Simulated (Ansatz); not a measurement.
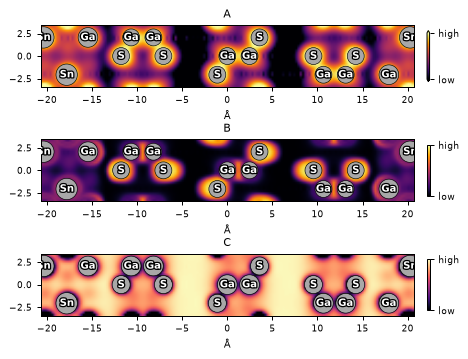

Ga$_{4}$SnS$_{3}$: 3 fields on the (110) plane of the conventional cell, with unlabelled colour scales. Grey discs cover the atomic cores.

Space group P-3m1; a generated structure, not necessarily the stable one; changed on purpose from its base cell (volume × 1.10, shape and atoms relaxed).

Level of theory: DFT PBE, scalar-relativistic, plane waves, PAW in Ansatz.

### The panels show electron localisation function, electrostatic potential energy of an electron and valence pseudo-density in some order. Assign them.

Panel A: valence pseudo-density. Panel B: electron localisation function. Panel C: electrostatic potential energy of an electron (low next to the atoms, rising into the space between them). From the grid: Ga–S (2.34 Å): ρ at the midpoint is about 0.55 e/Å³; the ELF peaks at about 0.90 in the valence shell of S, 0.8 Å from its nucleus, and is about 0.65 at the midpoint. Ga–Ga (2.47 Å): ρ at the midpoint is about 0.46 e/Å³; the ELF peaks at about 0.75 between the atoms.
